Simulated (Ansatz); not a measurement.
**C$_{3}$H$_{13}$N$_{3}$OTi (SMILES C[NH][Ti]([OH])([NH]C)[NH]C): density, localisation and related maps**

The calculation's input:

```
crystal:
  periodic: [false, false, false]
  atoms:
    - {symbol: C, position_ang: [-2.655847, -1.730371, -0.250819]}
    - {symbol: N, position_ang: [-1.267808, -1.537263, 0.097967]}
    - {symbol: Ti, position_ang: [-0.427708, 0.125316, 0.404847]}
    - {symbol: O, position_ang: [-1.561942, 1.301386, 1.200365]}
    - {symbol: N, position_ang: [1.117517, -0.134927, 1.464592]}
    - {symbol: C, position_ang: [2.475902, -0.459737, 1.101492]}
    - {symbol: N, position_ang: [0.194714, 0.690048, -1.288582]}
    - {symbol: C, position_ang: [0.898342, 1.925651, -1.537551]}
    - {symbol: H, position_ang: [-3.140802, -0.762148, -0.400995]}
    - {symbol: H, position_ang: [-3.218463, -2.253206, 0.532890]}
    - {symbol: H, position_ang: [-2.772530, -2.298120, -1.183316]}
    - {symbol: H, position_ang: [-0.797759, -2.408047, 0.305057]}
    - {symbol: H, position_ang: [-1.869336, 2.197559, 1.081269]}
    - {symbol: H, position_ang: [1.022920, 0.031706, 2.459952]}
    - {symbol: H, position_ang: [2.551415, -0.555802, 0.016508]}
    - {symbol: H, position_ang: [2.808010, -1.410854, 1.538480]}
    - {symbol: H, position_ang: [3.189765, 0.313386, 1.414502]}
    - {symbol: H, position_ang: [0.033273, 0.154432, -2.129340]}
    - {symbol: H, position_ang: [1.876335, 1.761257, -2.008321]}
    - {symbol: H, position_ang: [1.087142, 2.445984, -0.593471]}
    - {symbol: H, position_ang: [0.332259, 2.614449, -2.178528]}
basis:
  gaussian: {orbitals: def2-TZVPP}
hamiltonian: {xc: pbe0, dispersion: d4}
output: {orbitals: {seedname: orbitals}}
```

Run with:

```sh
ansatz run in.yaml --threads 4 --pin off --events-out ev --progress --plain --max-ram 66560MiB --backend cuda --devices 0, --max-vram 37GiB
```

Geometry: PBE0-D4/def2-TZVP.

These are results of Ansatz, RKS PBE0-D4/def2-TZVPP, not measurements.

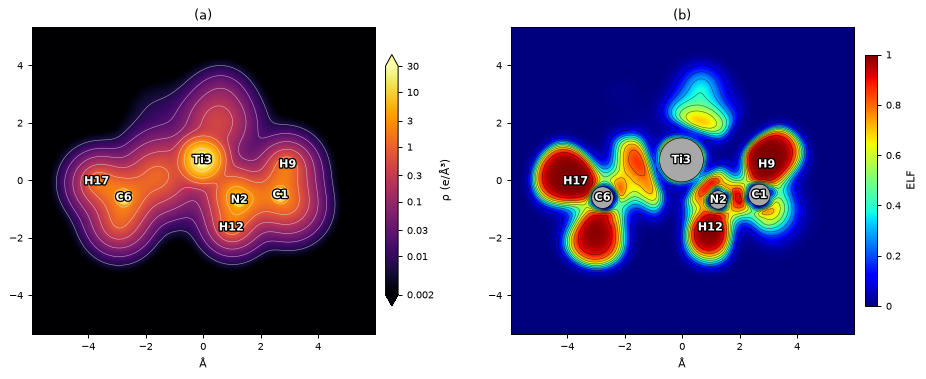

Figure 1. (a) electron density; (b) ELF on the plane of atoms C1, N2 and Ti3. Grey discs cover the atomic cores in the ELF map.

Describe what can be read from this map.

Answer. The section cuts through C, N, Ti and H sites. C–N (1.44 Å): ρ at the midpoint is about 1.9 e/Å³; the ELF peaks at about 0.90 between the atoms, as expected for a shared electron pair. Ti–N (1.89 Å): the density is about 0.94 e/Å³ at the midpoint; the ELF peaks at about 0.90 in the valence shell of N, 0.6 Å from its nucleus, and is about 0.35 at the midpoint. N–H (1.01 Å): ρ is about 2.9 e/Å³ halfway; the ELF climbs to about 1 towards the hydrogen, as it does in any bond to H (a covalent bond by its length). C–H (1.09 Å): ρ at the midpoint is about 2 e/Å³; the ELF climbs to about 1 towards the hydrogen (an ordinary covalent bond to hydrogen).

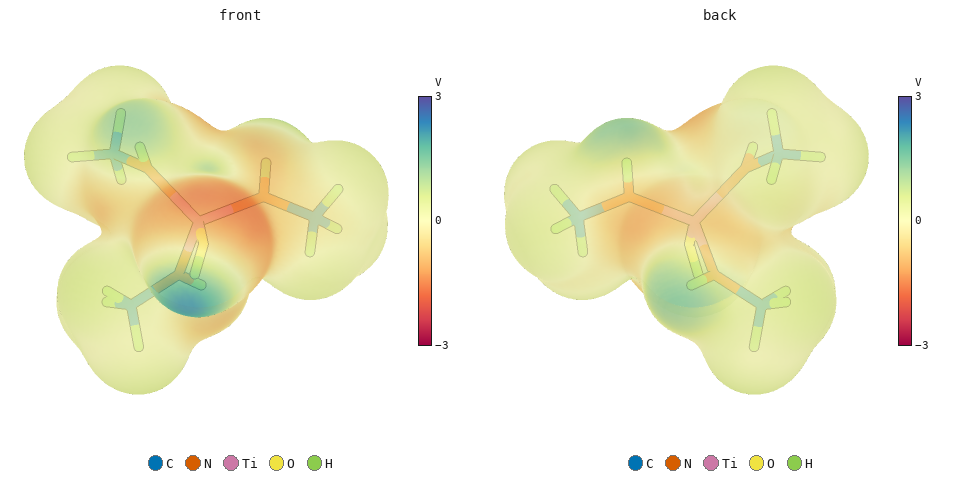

Figure 2. The molecular electrostatic potential painted on the density surface at 0.002 e/bohr³, seen from the front and from behind; the colour scale runs from red (negative) to blue (positive).

Where is the surface potential most negative and most positive?

Answer. The most negative region (about −1.5 V) lies over O4, the most positive (about +2.0 V) over H13. O4 is the likeliest acceptor of a hydrogen bond.

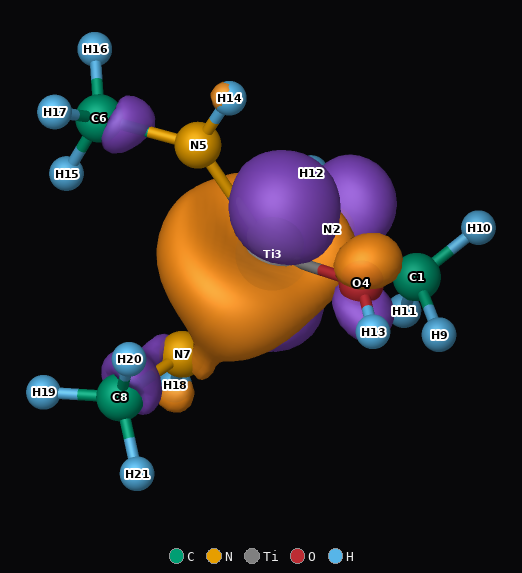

Figure 3. The LUMO at ±0.1 Å⁻³ᐟ² (orange and purple are the two phases), seen at a tilt.

What is the character of this orbital?

Answer. Its weight (Hirshfeld) is mainly on Ti3 (about 70 %) and N2 (about 5 %). Its energy is −0.52 eV.
